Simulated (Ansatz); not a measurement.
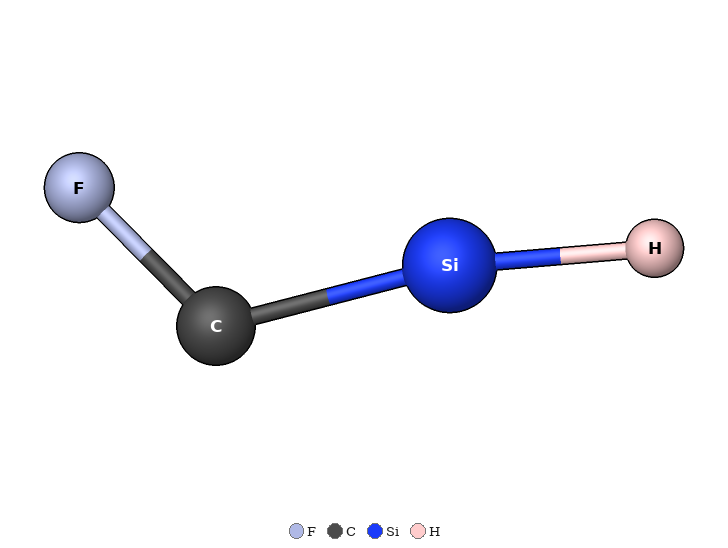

Starting geometry of the run.

Ansatz 0.2.0 input:

```yaml
crystal:
  periodic: [false, false, false]
  atoms:
    - {symbol: F, position_ang: [0.102410, 0.078930, 1.981720]}
    - {symbol: C, position_ang: [-0.379350, -0.535270, 0.848890]}
    - {symbol: Si, position_ang: [0.052350, 0.051760, -0.713150]}
    - {symbol: H, position_ang: [0.224580, 0.404580, -2.117460]}
basis:
  gaussian: {orbitals: def2-SVPD}
hamiltonian: {xc: pbe0, dispersion: d4}
md: {n_steps: 60, timestep: 0.5, temperature: 300, ensemble: nvt_nose_hoover, seed: 388, initial_velocities: maxwell_boltzmann}
```

Command:

```sh
ansatz run in.yaml --threads 2 --pin off --events-out ev --progress --plain --max-ram 3481MiB
```

What the program printed (its end):

```
mean field -11630.81937676 eV, -427.4247284434 hartree, gradient 1.2e-5 eV, S^2 0.000000; 1 other end points of the search recorded, 0 dependent functions left out
the calculation of the forces begins
reference -11630.81940497 eV, -427.4247294800 hartree; 15, 15 occupied and 60, 60 virtual orbitals, 663 factors
md step    60: t =    30.00 fs  T =  3801.5 K  F+E_penalty+E_count = -11630.86996366 eV  E_kin = 0.982761 eV  conserved = -11629.32911386 eV  (30 SCF iters, 3 dispersion substeps)
Total energy: -11630.86999186 eV, -427.4265885142 hartree
Atom 0 at    -0.019502    -0.093262     2.071555 Å, force    -0.548561    -0.443139     0.912387 eV/Å
Atom 1 at    -0.220034    -0.203261     0.831598 Å, force     1.164448     0.917031    -0.909516 eV/Å
Atom 2 at     0.113698     0.075355    -0.812717 Å, force    -0.983289    -0.779654     0.117236 eV/Å
Atom 3 at    -1.085295    -0.963524    -0.830431 Å, force     0.367402     0.305762    -0.120107 eV/Å
Dipole moment:     0.035791     0.008823    -0.019964 e Å
```

The calculation finished and met its thresholds.
